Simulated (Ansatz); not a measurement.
The reference is CdTe in the zinc blende structure (space group F-43m, No. 216; a = 6.5581 Å). Axes: x, y, z lie along the cube axes.

Now apply this change: compressive biaxial strain of 4.00 % in the plane normal to [111], as in epitaxy on a mismatched substrate; the out-of-plane cell vector and the atoms relax.

Computed with Kohn–Sham DFT with the r2SCAN functional, run in Ansatz (a first-principles code) with PAW and 500 eV plane waves, scalar-relativistic without spin-orbit coupling, earlier PAW set.

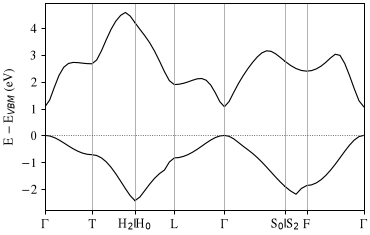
Fig. 1. Highest valence and lowest conduction band along the path of the changed cell's own zone

The gap is 1.07 eV, direct at Γ; the base has 1.16 eV.

With Te present, leaving out spin-orbit coupling can change the band edges. Stability against distortions was not tested. Labels are those of the standard path for the cell's own space group.
